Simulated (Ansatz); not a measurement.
# SiGeH4 (triplet): inputs that go wrong at distance Ge1–H5 along a hydrogen transfer = 1.427 Å

3 inputs are run for SiGeH4 (triplet) as typed; the log has to tell whether the result can be used and what must change.

Program: Ansatz 0.2.0, Gaussian basis. Level of theory: the settings change from run to run. These are calculated values, not measurements.

9 further runs of the same task are left out: 7 that didn't finish, 2 set aside as unsound or not needed.

## (1) What is computed

The geometry derives from fragments relaxed apart (PBE0/def2-TZVP) and kept rigid, so it is no stationary point. A hydrogen atom is moved between rigid fragments. No spin-orbit coupling is included. The filled d shell of Ge may be among the frozen orbitals whatever the setting's name suggests; the logs give the count.

6 atoms, charge 0, spin multiplicity 3.

Atoms are counted from 1 here; the program's logs count them from 0.

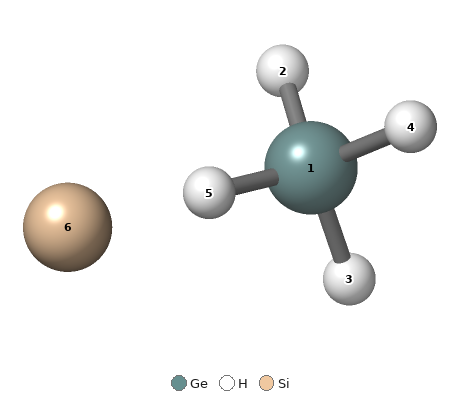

The structure; germanium teal, hydrogen white, silicon light orange; atoms are numbered from 1 in the order of the file.

## (2) Attempt 1

in.yaml

```yaml
crystal:
  periodic: [false, false, false]
  atoms:
    - {symbol: Ge, position_ang: [-0.913995, 0.000000, 0.000000]}
    - {symbol: H, position_ang: [-1.425445, 1.446599, 0.000000]}
    - {symbol: H, position_ang: [-1.425445, -0.723300, 1.252792]}
    - {symbol: H, position_ang: [-1.425445, -0.723299, -1.252792]}
    - {symbol: H, position_ang: [0.513005, 0.000000, 0.000000]}
    - {symbol: Si, position_ang: [2.499005, 0.000000, 0.000000]}
basis:
  gaussian: {orbitals: def2-TZVP}
magnetization: {spin_polarized: false, initial_magnetization: 2}
hamiltonian: {pseudopotentials: {relativity: none}}
correlation: {active_space: {ras: {orbitals: [5, 2, 83], electrons: 12, max_holes: 2, max_particles: 2}, fixed_orbitals: true}}
output: {forces: true}
```

Launch:

```sh
ansatz run in.yaml --threads 1 --pin off --events-out ev --progress --plain --max-ram 2393MiB
```

Log:

```text
Functional definition: HF
  name "HF"
  cite "Fock, Z. Phys. 61, 126 (1930) doi:10.1007/BF01340294"
  parent pbe
  exchange = exact_x
  correlation = 0
737 factors; integrals over basis functions are off by at most 1.0e-3 eV
mean field evaluation 1: about -64395.1062 eV, gradient 1.2e1 eV
mean field evaluation 2: about -64395.1096 eV, gradient 1.2e1 eV
mean field evaluation 4: about -64396.1721 eV, gradient 2.6e0 eV
mean field evaluation 8: about -64396.1881 eV, gradient 4.4e-4 eV
mean field evaluation 16: about -64395.2102 eV, gradient 2.1e-3 eV
mean field evaluation 32: about -64396.1861 eV, gradient 2.8e-1 eV
mean field -64396.18811902 eV, -2366.5162640699 hartree, gradient 2.0e-6 eV, S^2 2.000000; 5 other end points of the search recorded, 0 dependent functions left out
reference -64396.18811902 eV, -2366.5162640699 hartree; 26, 24 occupied and 83, 85 virtual orbitals, 737 factors
Error: with the densities for the forces the run needs 5.16 GiB of the host's memory, and 2.33 GiB are given
refused for memory
```

Wall time 2.1 s (1 thread of AMD EPYC 9R05, shared host).

What is wrong: The program refused it for memory. The method needs more than --max-ram allows. Cure: a smaller space or basis, or more memory.

## (3) Attempt 2

in.yaml

```yaml
crystal:
  periodic: [false, false, false]
  atoms:
    - {symbol: Ge, position_ang: [-0.913995, 0.000000, 0.000000]}
    - {symbol: H, position_ang: [-1.425445, 1.446599, 0.000000]}
    - {symbol: H, position_ang: [-1.425445, -0.723300, 1.252792]}
    - {symbol: H, position_ang: [-1.425445, -0.723299, -1.252792]}
    - {symbol: H, position_ang: [0.513005, 0.000000, 0.000000]}
    - {symbol: Si, position_ang: [2.499005, 0.000000, 0.000000]}
basis:
  gaussian: {orbitals: STO-3G}
magnetization: {spin_polarized: false, initial_magnetization: 2}
correlation: {active_space: {window: {electrons: 4, orbitals: 4}, states: [{multiplicity: 3, irrep: E1u, weights: [1]}]}}
```

Same command.

Log:

```text
Functional definition: HF
  name "HF"
  cite "Fock, Z. Phys. 61, 126 (1930) doi:10.1007/BF01340294"
  parent pbe
  exchange = exact_x
  correlation = 0
438 factors; integrals over basis functions are off by at most 3.4e-8 eV
mean field evaluation 1: about -63661.6733 eV, gradient 7.9e0 eV
mean field evaluation 2: about -63661.6828 eV, gradient 7.9e0 eV
mean field evaluation 4: about -63662.0642 eV, gradient 3.5e-1 eV
mean field evaluation 8: about -63662.0646 eV, gradient 8.8e-7 eV
mean field evaluation 16: about -63661.4860 eV, gradient 2.3e-6 eV
mean field evaluation 32: about -63661.4862 eV, gradient 9.1e-4 eV
mean field -63662.06464922 eV, -2339.5377241617 hartree, gradient 2.9e-6 eV, S^2 2.000000; 7 other end points of the search recorded, 0 dependent functions left out
reference -63662.06464922 eV, -2339.5377241617 hartree; 26, 24 occupied and 5, 7 virtual orbitals, 438 factors
Error: the irrep E1u is not accepted for these orbitals, which take A', A'', or 1 to 2
```

It took 0.33 s on 1 thread of AMD EPYC 9R05, shared host.

What is wrong: The run stopped with an error. The symmetry label isn't in the molecule's group. Fix: name an irrep that the log lists.

## (4) Attempt 3

in.yaml

```yaml
crystal:
  periodic: [false, false, false]
  atoms:
    - {symbol: Ge, position_ang: [-0.913995, 0.000000, 0.000000]}
    - {symbol: H, position_ang: [-1.425445, 1.446599, 0.000000]}
    - {symbol: H, position_ang: [-1.425445, -0.723300, 1.252792]}
    - {symbol: H, position_ang: [-1.425445, -0.723299, -1.252792]}
    - {symbol: H, position_ang: [0.513005, 0.000000, 0.000000]}
    - {symbol: Si, position_ang: [2.499005, 0.000000, 0.000000]}
basis:
  gaussian: {orbitals: cc-pVDZ}
magnetization: {spin_polarized: false, initial_magnetization: 2}
hamiltonian: {pseudopotentials: {relativity: none}}
correlation: {method: fic_mrcisd_q, electrons: outside_noble_gas}
scf: {lower_state_search: off}
output: {forces: true}
```

Launched as before.

Log:

```text
Error: this correlation method needs an active space: name one as the reference
```

Wall time 0.03 s (1 thread of AMD EPYC 9R05, shared host).

What is wrong: The run was refused. This method needs an active space and has none. Fix: add an active_space block.

## (5) How the runs ended

```
attempt                   level                ended                                             cause    time
      1          CISD/def2-TZVP        out of memory       the method needs more than --max-ram allows   2.1 s
      2      CASSCF(4,4)/STO-3G  stopped by an error  the symmetry label isn't in the molecule's group  0.33 s
      3  'fic_mrcisd_q'/cc-pVDZ              refused    this method needs an active space and has none  0.03 s
```

1 out of memory, 1 stopped by an error, 1 refused.
